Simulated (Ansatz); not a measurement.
**Nudged elastic band, with input and output: CH₄AlFS**

System: CH₄AlFS, SMILES [CH3][Al]([F])[SH].
Method: RKS PBE-D4/cc-pVDZ (Ansatz 0.2.0).

One setting was made poor on purpose. It belongs to a series of runs on one base structure; here: band between the two ends. Figures and captions count atoms from 1; the log counts them from 0 in places.

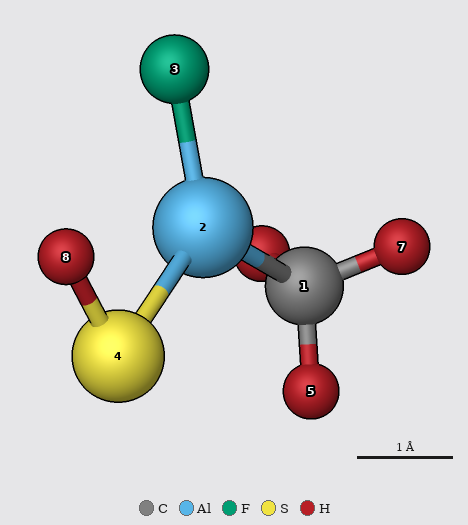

Fig. 1: The starting structure (ball-and-stick view, seen at a tilt; atoms are numbered from 1 in the order of the input). Sticks mark near contacts. Bond lengths as drawn: Al–C 1.95 Å, Al–F 1.71 Å, Al–S 2.21 Å, C–H 1.11 Å and H–S 1.37 Å.

Results in brief:

| quantity | value |
| --- | --- |
| outcome | converged |
| barrier, forward | 0.234 eV |
| barrier, backward | 0.234 eV |
| hardware | 1 thread of Arm Neoverse V1, 24 GiB of memory available, shared host |
| wall time | 12 min |
| peak memory | 0.12 GiB |

A deliberately poor setting: step length. The order of the saddle point was not checked.

The input:
```yaml
crystal:
  periodic: [false, false, false]
  atoms:
    - { symbol: C, position_ang: [-0.15143, 1.375245, -0.184486] }
    - { symbol: Al, position_ang: [0.323476, -0.498312, 0.101878] }
    - { symbol: F, position_ang: [1.938159, -0.952406, 0.434537] }
    - { symbol: S, position_ang: [-1.134575, -2.158861, 0.023937] }
    - { symbol: H, position_ang: [-1.239638, 1.492943, -0.359211] }
    - { symbol: H, position_ang: [0.132327, 1.988705, 0.695672] }
    - { symbol: H, position_ang: [0.391018, 1.784054, -1.062206] }
    - { symbol: H, position_ang: [-0.167136, -3.088468, 0.29408] }
basis:
  gaussian: { orbitals: cc-pVDZ }
hamiltonian:
  xc: pbe
  dispersion: d4
neb:
  order_check: false
  images: 7
  f_tol: 0.05
  max_iterations: 60
  max_displacement: 0.02
  optimiser: fire
  final_atoms:
    - { symbol: C, position_ang: [-0.13449778, 1.37137143, -0.21950565] }
    - { symbol: Al, position_ang: [0.24617772, -0.4853712, 0.25314985] }
    - { symbol: F, position_ang: [1.42272527, -0.86758549, 1.43297281] }
    - { symbol: S, position_ang: [-0.77510452, -2.21538727, -0.66978107] }
    - { symbol: H, position_ang: [-0.42155461, 1.95386399, 0.68039635] }
    - { symbol: H, position_ang: [0.76675291, 1.85360181, -0.65242934] }
    - { symbol: H, position_ang: [-0.95644735, 1.43880286, -0.96004591] }
    - { symbol: H, position_ang: [-0.05585064, -3.10639613, 0.07944397] }
  initial_path:
    images:
      - { positions_ang: [[-0.15143, 1.375245, -0.184486], [0.323476, -0.498312, 0.101878], [1.938159, -0.952406, 0.434537], [-1.134575, -2.158861, 0.023937], [-1.239638, 1.492943, -0.359211], [0.132327, 1.988705, 0.695672], [0.391018, 1.784054, -1.062206], [-0.167136, -3.088468, 0.29408]] }
      - { positions_ang: [[-0.14694277, 1.33935389, -0.17645847], [0.39459934, -0.50879368, 0.09174987], [1.9903883, -0.896896, 0.55454464], [-0.95004384, -2.20497207, -0.16413598], [-1.22654241, 1.44129556, -0.18807474], [0.21838797, 2.0018535, 0.60056383], [0.22520422, 1.71466494, -1.10729499], [-0.4128498, -2.94360613, 0.33330684]] }
      - { positions_ang: [[-0.14245555, 1.30346278, -0.16843094], [0.46572267, -0.51927536, 0.08162174], [2.0426176, -0.84138601, 0.67455228], [-0.76551268, -2.25108315, -0.35220897], [-1.21344683, 1.38964812, -0.01693848], [0.30444894, 2.01500201, 0.50545567], [0.05939044, 1.64527587, -1.15238398], [-0.6585636, -2.79874426, 0.37253368]] }
      - { positions_ang: [[-0.13796832, 1.26757167, -0.16040341], [0.53684601, -0.52975704, 0.07149361], [2.09484691, -0.78587601, 0.79455992], [-0.58098153, -2.29719422, -0.54028195], [-1.20035124, 1.33800068, 0.15419778], [0.3905099, 2.02815051, 0.4103475], [-0.10642333, 1.57588681, -1.19747297], [-0.9042774, -2.65388239, 0.41176053]] }
      - { positions_ang: [[-0.1334811, 1.23168056, -0.15237588], [0.60796935, -0.54023872, 0.06136549], [2.14707621, -0.73036601, 0.91456756], [-0.39645037, -2.3433053, -0.72835493], [-1.18725565, 1.28635324, 0.32533404], [0.47657087, 2.04129901, 0.31523933], [-0.27223711, 1.50649774, -1.24256197], [-1.1499912, -2.50902052, 0.45098737]] }
      - { positions_ang: [[-0.13373527, 1.26660328, -0.16915833], [0.51752144, -0.52652184, 0.10931158], [1.96598847, -0.76467088, 1.04416887], [-0.49111391, -2.31132579, -0.71371147], [-0.99583039, 1.45323093, 0.41409962], [0.54911638, 1.99437471, 0.07332217], [-0.44328967, 1.48957402, -1.17193295], [-0.87645606, -2.65836442, 0.35810152]] }
      - { positions_ang: [[-0.13398944, 1.30152599, -0.18594077], [0.42707354, -0.51280496, 0.15725767], [1.78490074, -0.79897575, 1.17377019], [-0.58577744, -2.27934628, -0.699068], [-0.80440513, 1.62010861, 0.50286519], [0.62166189, 1.94745041, -0.168595], [-0.61434223, 1.4726503, -1.10130394], [-0.60292092, -2.80770832, 0.26521567]] }
      - { positions_ang: [[-0.13424361, 1.33644871, -0.20272321], [0.33662563, -0.49908808, 0.20520376], [1.603813, -0.83328062, 1.3033715], [-0.68044098, -2.24736677, -0.68442453], [-0.61297987, 1.7869863, 0.59163077], [0.6942074, 1.90052611, -0.41051217], [-0.78539479, 1.45572658, -1.03067493], [-0.32938578, -2.95705223, 0.17232982]] }
      - { positions_ang: [[-0.13449778, 1.37137143, -0.21950565], [0.24617772, -0.4853712, 0.25314985], [1.42272527, -0.86758549, 1.43297281], [-0.77510452, -2.21538727, -0.66978107], [-0.42155461, 1.95386399, 0.68039635], [0.76675291, 1.85360181, -0.65242934], [-0.95644735, 1.43880286, -0.96004591], [-0.05585064, -3.10639613, 0.07944397]] }
```

Command:
```bash
ansatz run input.yaml --threads 1 --pin off --max-ram 2048MiB --backend cpu --events-out ev --progress --plain --runs-dir out
```

The program's output:
```
Engine: ansatz 0.2.0, aarch64-unknown-linux-gnu
Functional definition: PBE
  parameter kappa = 0.804
  parameter beta = 0.06672455060314922
  exchange = pbe_x(kappa = kappa, mu = beta*pi^2/3)
  correlation = pbe_c(beta = beta)
1052 factors; their error is unknown
mean field evaluation 1: about -21232.7592 eV, gradient 6.5e1 eV
mean field evaluation 2: about -21211.9186 eV, gradient 1.1e2 eV
mean field evaluation 4: about -21242.1757 eV, gradient 8.6e0 eV
mean field evaluation 8: about -21242.3471 eV, gradient 2.3e-1 eV
mean field evaluation 16: about -21242.2994 eV, gradient 1.1e-4 eV
mean field -21242.29935481 eV, -780.6401027418 hartree, gradient 1.6e-5 eV, S^2 0.000000; 0 other end points of the search recorded, 0 dependent functions left out
the calculation of the forces begins
reference -21242.29939610 eV, -780.6401042590 hartree; 24, 24 occupied and 60, 60 virtual orbitals, 1052 factors
1052 factors; their error is unknown
mean field evaluation 32: about -21242.2993 eV, gradient 1.1e-3 eV
mean field -21242.29927997 eV, -780.6400999914 hartree, gradient 1.6e-5 eV, S^2 0.000000; 0 other end points of the search recorded, 0 dependent functions left out
[... from here on the field's lines of each further geometry are left out, up to the last ...]
NEB iter   1: max|band force component| = 3.201e1 eV/Å  barrier→ = 6.3687 eV  barrier← = 6.3686 eV  Δτ_max = 0.0200 Å  (231 SCF iters)
NEB iter   2: max|band force component| = 2.585e1 eV/Å  barrier→ = 4.9137 eV  barrier← = 4.9137 eV  Δτ_max = 0.0200 Å  (195 SCF iters)
NEB iter   3: max|band force component| = 2.077e1 eV/Å  barrier→ = 3.7446 eV  barrier← = 3.7445 eV  Δτ_max = 0.0200 Å  (197 SCF iters)
NEB iter   4: max|band force component| = 1.657e1 eV/Å  barrier→ = 2.8119 eV  barrier← = 2.8119 eV  Δτ_max = 0.0200 Å  (200 SCF iters)
NEB iter   5: max|band force component| = 1.309e1 eV/Å  barrier→ = 2.0752 eV  barrier← = 2.0751 eV  Δτ_max = 0.0200 Å  (195 SCF iters)
NEB iter   6: max|band force component| = 1.022e1 eV/Å  barrier→ = 1.5006 eV  barrier← = 1.5005 eV  Δτ_max = 0.0200 Å  (198 SCF iters)
NEB iter   7: max|band force component| = 7.866e0 eV/Å  barrier→ = 1.0613 eV  barrier← = 1.0613 eV  Δτ_max = 0.0200 Å  (199 SCF iters)
NEB iter   8: max|band force component| = 5.934e0 eV/Å  barrier→ = 0.7347 eV  barrier← = 0.7347 eV  Δτ_max = 0.0200 Å  (201 SCF iters)
NEB iter   9: max|band force component| = 4.324e0 eV/Å  barrier→ = 0.5009 eV  barrier← = 0.5009 eV  Δτ_max = 0.0200 Å  (207 SCF iters)
NEB iter  10: max|band force component| = 2.894e0 eV/Å  barrier→ = 0.3739 eV  barrier← = 0.3738 eV  Δτ_max = 0.0200 Å  (206 SCF iters)
NEB iter  11: max|band force component| = 1.694e0 eV/Å  barrier→ = 0.2955 eV  barrier← = 0.2954 eV  Δτ_max = 0.0200 Å  (204 SCF iters)
NEB iter  12: max|band force component| = 7.347e-1 eV/Å  barrier→ = 0.2554 eV  barrier← = 0.2554 eV  Δτ_max = 0.0128 Å  (204 SCF iters)
NEB iter  13: max|band force component| = 5.325e-1 eV/Å  barrier→ = 0.2469 eV  barrier← = 0.2468 eV  Δτ_max = 0.0198 Å  (208 SCF iters)
NEB iter  14: max|band force component| = 4.618e-1 eV/Å  barrier→ = 0.2446 eV  barrier← = 0.2446 eV  CI = image 4  Δτ_max = 0.0067 Å  (207 SCF iters)
NEB iter  15: max|band force component| = 2.989e-1 eV/Å  barrier→ = 0.2429 eV  barrier← = 0.2429 eV  CI = image 4  Δτ_max = 0.0110 Å  (202 SCF iters)
NEB iter  16: max|band force component| = 2.095e-1 eV/Å  barrier→ = 0.2417 eV  barrier← = 0.2417 eV  CI = image 4  Δτ_max = 0.0039 Å  (210 SCF iters)
NEB iter  17: max|band force component| = 1.508e-1 eV/Å  barrier→ = 0.2408 eV  barrier← = 0.2408 eV  CI = image 4  Δτ_max = 0.0062 Å  (161 SCF iters)
NEB iter  18: max|band force component| = 1.651e-1 eV/Å  barrier→ = 0.2400 eV  barrier← = 0.2400 eV  CI = image 4  Δτ_max = 0.0068 Å  (168 SCF iters)
NEB iter  19: max|band force component| = 1.906e-1 eV/Å  barrier→ = 0.2390 eV  barrier← = 0.2390 eV  CI = image 4  Δτ_max = 0.0077 Å  (181 SCF iters)
NEB iter  20: max|band force component| = 1.131e-1 eV/Å  barrier→ = 0.2378 eV  barrier← = 0.2377 eV  CI = image 4  Δτ_max = 0.0091 Å  (192 SCF iters)
NEB iter  21: max|band force component| = 1.147e-1 eV/Å  barrier→ = 0.2372 eV  barrier← = 0.2371 eV  CI = image 4  Δτ_max = 0.0105 Å  (200 SCF iters)
NEB iter  22: max|band force component| = 1.190e-1 eV/Å  barrier→ = 0.2367 eV  barrier← = 0.2367 eV  CI = image 4  Δτ_max = 0.0133 Å  (192 SCF iters)
NEB iter  23: max|band force component| = 1.089e-1 eV/Å  barrier→ = 0.2364 eV  barrier← = 0.2363 eV  CI = image 4  Δτ_max = 0.0020 Å  (200 SCF iters)
NEB iter  24: max|band force component| = 9.718e-2 eV/Å  barrier→ = 0.2362 eV  barrier← = 0.2361 eV  CI = image 4  Δτ_max = 0.0039 Å  (151 SCF iters)
NEB iter  25: max|band force component| = 8.490e-2 eV/Å  barrier→ = 0.2360 eV  barrier← = 0.2360 eV  CI = image 4  Δτ_max = 0.0054 Å  (159 SCF iters)
NEB iter  26: max|band force component| = 8.000e-2 eV/Å  barrier→ = 0.2357 eV  barrier← = 0.2357 eV  CI = image 4  Δτ_max = 0.0066 Å  (157 SCF iters)
NEB iter  27: max|band force component| = 7.222e-2 eV/Å  barrier→ = 0.2355 eV  barrier← = 0.2355 eV  CI = image 4  Δτ_max = 0.0082 Å  (166 SCF iters)
NEB iter  28: max|band force component| = 6.727e-2 eV/Å  barrier→ = 0.2354 eV  barrier← = 0.2353 eV  CI = image 4  Δτ_max = 0.0095 Å  (162 SCF iters)
NEB iter  29: max|band force component| = 6.298e-2 eV/Å  barrier→ = 0.2352 eV  barrier← = 0.2351 eV  CI = image 4  Δτ_max = 0.0121 Å  (173 SCF iters)
NEB iter  30: max|band force component| = 6.964e-2 eV/Å  barrier→ = 0.2350 eV  barrier← = 0.2350 eV  CI = image 4  Δτ_max = 0.0153 Å  (189 SCF iters)
NEB iter  31: max|band force component| = 6.401e-2 eV/Å  barrier→ = 0.2347 eV  barrier← = 0.2347 eV  CI = image 4  Δτ_max = 0.0192 Å  (194 SCF iters)
NEB iter  32: max|band force component| = 5.683e-2 eV/Å  barrier→ = 0.2344 eV  barrier← = 0.2344 eV  CI = image 4  Δτ_max = 0.0200 Å  (196 SCF iters)
NEB iter  33: max|band force component| = 6.042e-2 eV/Å  barrier→ = 0.2341 eV  barrier← = 0.2341 eV  CI = image 4  Δτ_max = 0.0026 Å  (200 SCF iters)
NEB iter  34: max|band force component| = 8.041e-2 eV/Å  barrier→ = 0.2342 eV  barrier← = 0.2341 eV  CI = image 4  Δτ_max = 0.0010 Å  (159 SCF iters)
NEB iter  35: max|band force component| = 5.852e-2 eV/Å  barrier→ = 0.2340 eV  barrier← = 0.2340 eV  CI = image 4  Δτ_max = 0.0013 Å  (133 SCF iters)
NEB iter  36: max|band force component| = 5.629e-2 eV/Å  barrier→ = 0.2340 eV  barrier← = 0.2340 eV  CI = image 4  Δτ_max = 0.0006 Å  (147 SCF iters)
NEB iter  37: max|band force component| = 5.589e-2 eV/Å  barrier→ = 0.2339 eV  barrier← = 0.2339 eV  CI = image 4  Δτ_max = 0.0012 Å  (128 SCF iters)
NEB iter  38: max|band force component| = 5.499e-2 eV/Å  barrier→ = 0.2339 eV  barrier← = 0.2339 eV  CI = image 4  Δτ_max = 0.0006 Å  (140 SCF iters)
NEB iter  39: max|band force component| = 5.442e-2 eV/Å  barrier→ = 0.2339 eV  barrier← = 0.2339 eV  CI = image 4  Δτ_max = 0.0012 Å  (124 SCF iters)
NEB iter  40: max|band force component| = 5.333e-2 eV/Å  barrier→ = 0.2339 eV  barrier← = 0.2338 eV  CI = image 4  Δτ_max = 0.0018 Å  (139 SCF iters)
NEB iter  41: max|band force component| = 5.185e-2 eV/Å  barrier→ = 0.2338 eV  barrier← = 0.2338 eV  CI = image 4  Δτ_max = 0.0023 Å  (144 SCF iters)
NEB iter  42: max|band force component| = 5.008e-2 eV/Å  barrier→ = 0.2338 eV  barrier← = 0.2337 eV  CI = image 4  Δτ_max = 0.0029 Å  (144 SCF iters)
the calculation of the forces begins
reference -21242.28612416 eV, -780.6396165243 hartree; 24, 24 occupied and 60, 60 virtual orbitals, 1052 factors
1052 factors; their error is unknown
mean field evaluation 2144: about -21242.1139 eV, gradient 5.8e-1 eV
mean field -21242.06588501 eV, -780.6315228848 hartree, gradient 5.7e-5 eV, S^2 0.000000; 1 other end points of the search recorded, 0 dependent functions left out
the calculation of the forces begins
reference -21242.06592706 eV, -780.6315244301 hartree; 24, 24 occupied and 60, 60 virtual orbitals, 1052 factors
NEB iter  43: max|band force component| = 4.808e-2 eV/Å  barrier→ = 0.2337 eV  barrier← = 0.2337 eV  CI = image 4  Δτ_max = 0.0000 Å  (340 SCF iters)
```

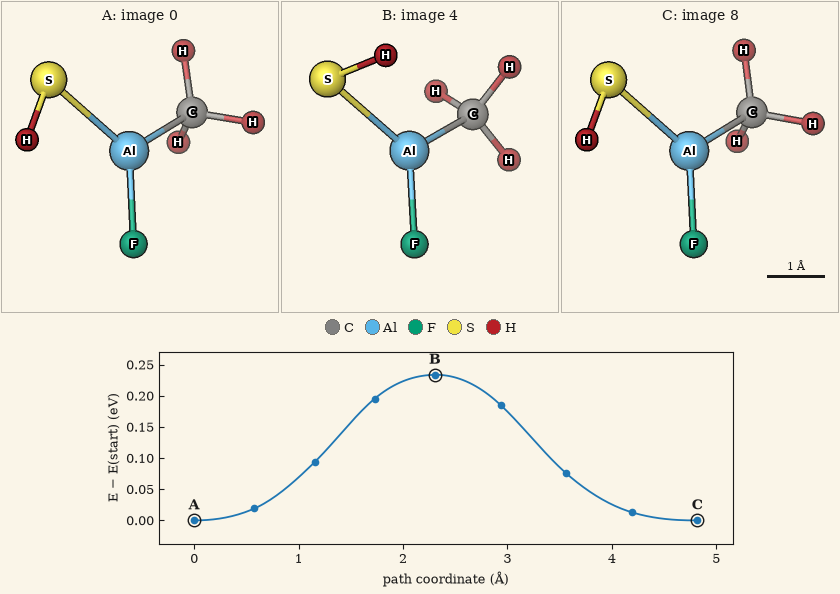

Fig. 2: Images of the last band (counted from 0; ball-and-stick, seen at a tilt) above the energy along the path; the line is a cubic interpolation that uses the forces. The highest image is number 4, 0.234 eV above the start and 0.234 eV above the end (the climbing image); start and end have the same energy. The path is 4.82 Å long. The band converged in 43 iterations.

```
Total energy: -21242.20682849 eV, -780.6367024621 hartree
Atom 0 at    -0.150651     1.256283    -0.137013 Å, force    -0.012684    -0.006863     0.003714 eV/Å
Atom 1 at     0.589287    -0.542385     0.069655 Å, force     0.001022    -0.001769    -0.000597 eV/Å
Atom 2 at     2.088893    -0.722611     0.868809 Å, force     0.006486     0.013629    -0.010285 eV/Å
Atom 3 at    -0.360802    -2.408730    -0.704682 Å, force     0.013073    -0.014232     0.011738 eV/Å
Atom 4 at    -1.164448     1.313132     0.312906 Å, force     0.007119    -0.001332    -0.001324 eV/Å
Atom 5 at     0.490799     2.031486     0.325521 Å, force     0.005058     0.000049     0.006633 eV/Å
Atom 6 at    -0.268826     1.486469    -1.217220 Å, force     0.002136     0.002021     0.000798 eV/Å
Atom 7 at    -1.132051    -2.470745     0.426224 Å, force    -0.022210     0.008496    -0.010677 eV/Å
Dipole moment:    -0.363410     0.316254     0.018146 e Å
this run last wrote the band of iteration 43 to [file]
```

The last band as extended XYZ (Å, eV, eV/Å):
```
8
Properties=species:S:1:pos:R:3:forces:R:3 image=0 energy=-21242.44048
C    -0.1514    1.3752   -0.1845   -0.0033  -0.0089   0.0020
Al    0.3235   -0.4983    0.1019    0.0065  -0.0010   0.0011
F     1.9382   -0.9524    0.4345   -0.0090   0.0008  -0.0019
S    -1.1346   -2.1589    0.0239    0.0068   0.0023   0.0016
H    -1.2396    1.4929   -0.3592    0.0004   0.0015  -0.0008
H     0.1323    1.9887    0.6957    0.0002   0.0015   0.0007
H     0.3910    1.7841   -1.0622    0.0014   0.0015  -0.0016
H    -0.1671   -3.0885    0.2941   -0.0029   0.0023  -0.0011
8
Properties=species:S:1:pos:R:3:forces:R:3 image=1 energy=-21242.42133
C    -0.1408    1.3649   -0.1856   -0.0025   0.0067   0.0003
Al    0.3815   -0.4963    0.0930   -0.0267   0.0017   0.0160
F     1.9374   -0.9281    0.6541   -0.0253  -0.0093   0.0076
S    -1.0526   -2.1424   -0.2631   -0.0324  -0.0031   0.0512
H    -1.2447    1.4493   -0.1193   -0.0007   0.0284  -0.0137
H     0.3130    2.0294    0.5772    0.0069   0.0046  -0.0032
H     0.1708    1.7339   -1.1847    0.0184  -0.0062  -0.0075
H    -0.2725   -3.0678    0.3726    0.0624  -0.0228  -0.0507
8
Properties=species:S:1:pos:R:3:forces:R:3 image=2 energy=-21242.34687
C    -0.1328    1.3426   -0.1786    0.0028   0.0181  -0.0083
Al    0.4456   -0.5056    0.0645   -0.0386   0.0072   0.0146
F     1.9396   -0.8813    0.8054   -0.0551  -0.0268   0.0322
S    -0.8660   -2.1825   -0.5592   -0.0830   0.0287   0.0489
H    -1.2140    1.4015    0.0648    0.0054   0.0390  -0.0117
H     0.4226    2.0472    0.4710    0.0186   0.0098  -0.0128
H    -0.0116    1.6698   -1.2320    0.0147   0.0130  -0.0181
H    -0.4910   -2.9488    0.5084    0.1352  -0.0891  -0.0448
8
Properties=species:S:1:pos:R:3:forces:R:3 image=3 energy=-21242.24499
C    -0.1359    1.3031   -0.1608    0.0047   0.0161  -0.0072
Al    0.5192   -0.5233    0.0510   -0.0245   0.0064  -0.0030
F     1.9919   -0.8072    0.8713   -0.0491  -0.0227   0.0324
S    -0.6057   -2.2840   -0.7244   -0.0615   0.0332  -0.0148
H    -1.1879    1.3489    0.1918    0.0106   0.0204  -0.0047
H     0.4670    2.0466    0.3953    0.0161   0.0111  -0.0102
H    -0.1459    1.5831   -1.2353    0.0042   0.0189  -0.0138
H    -0.8105   -2.7242    0.5552    0.0996  -0.0834   0.0214
8
Properties=species:S:1:pos:R:3:forces:R:3 image=4 energy=-21242.20679
C    -0.1507    1.2563   -0.1370   -0.0127  -0.0069   0.0037
Al    0.5893   -0.5424    0.0697    0.0010  -0.0018  -0.0006
F     2.0889   -0.7226    0.8688    0.0065   0.0136  -0.0103
S    -0.3608   -2.4087   -0.7047    0.0131  -0.0142   0.0117
H    -1.1644    1.3131    0.3129    0.0071  -0.0013  -0.0013
H     0.4908    2.0315    0.3255    0.0051   0.0000   0.0066
H    -0.2688    1.4865   -1.2172    0.0021   0.0020   0.0008
H    -1.1321   -2.4707    0.4262   -0.0222   0.0085  -0.0107
8
Properties=species:S:1:pos:R:3:forces:R:3 image=5 energy=-21242.25546
C    -0.1243    1.3066   -0.1794    0.0054   0.0153  -0.0142
Al    0.5185   -0.5185    0.0714   -0.0261   0.0068  -0.0008
F     1.9119   -0.8045    1.0194   -0.0485  -0.0252   0.0309
S    -0.5500   -2.2796   -0.7765   -0.0731   0.0409  -0.0147
H    -1.0600    1.4198    0.4105    0.0069   0.0228  -0.0049
H     0.5965    2.0773    0.1538    0.0175   0.0139  -0.0095
H    -0.3945    1.4854   -1.2405    0.0077   0.0138  -0.0085
H    -0.8060   -2.7435    0.4854    0.1103  -0.0884   0.0216
8
Properties=species:S:1:pos:R:3:forces:R:3 image=6 energy=-21242.36510
C    -0.1128    1.3454   -0.2111    0.0001   0.0126  -0.0112
Al    0.4323   -0.4995    0.1096   -0.0357   0.0059   0.0170
F     1.7476   -0.8617    1.1396   -0.0449  -0.0245   0.0219
S    -0.7197   -2.2023   -0.7197   -0.0837   0.0303   0.0415
H    -0.9094    1.5768    0.5297    0.0031   0.0389  -0.0074
H     0.7023    2.0822   -0.0784    0.0229   0.0058  -0.0126
H    -0.5624    1.4653   -1.2176    0.0122   0.0064  -0.0097
H    -0.4856   -2.9634    0.3921    0.1260  -0.0755  -0.0395
8
Properties=species:S:1:pos:R:3:forces:R:3 image=7 energy=-21242.42747
C    -0.1200    1.3662   -0.2224   -0.0054   0.0016  -0.0027
Al    0.3360   -0.4900    0.1767   -0.0224   0.0006   0.0140
F     1.5906   -0.8792    1.2708   -0.0153  -0.0051   0.0047
S    -0.7930   -2.1978   -0.6601   -0.0354   0.0018   0.0302
H    -0.6923    1.7763    0.6374    0.0001   0.0257  -0.0040
H     0.7726    2.0069   -0.3653    0.0157  -0.0096  -0.0037
H    -0.7658    1.4377   -1.1207    0.0079  -0.0003  -0.0031
H    -0.2361   -3.0771    0.2278    0.0548  -0.0147  -0.0355
8
Properties=species:S:1:pos:R:3:forces:R:3 image=8 energy=-21242.44045
C    -0.1345    1.3714   -0.2195    0.0020   0.0028   0.0007
Al    0.2462   -0.4854    0.2531   -0.0036  -0.0012  -0.0035
F     1.4227   -0.8676    1.4330    0.0021  -0.0020   0.0014
S    -0.7751   -2.2154   -0.6698    0.0007  -0.0001   0.0013
H    -0.4216    1.9539    0.6804   -0.0008   0.0000  -0.0010
H     0.7668    1.8536   -0.6524   -0.0007   0.0008   0.0007
H    -0.9564    1.4388   -0.9600   -0.0001  -0.0001  -0.0002
H    -0.0559   -3.1064    0.0794    0.0003  -0.0002   0.0005
```
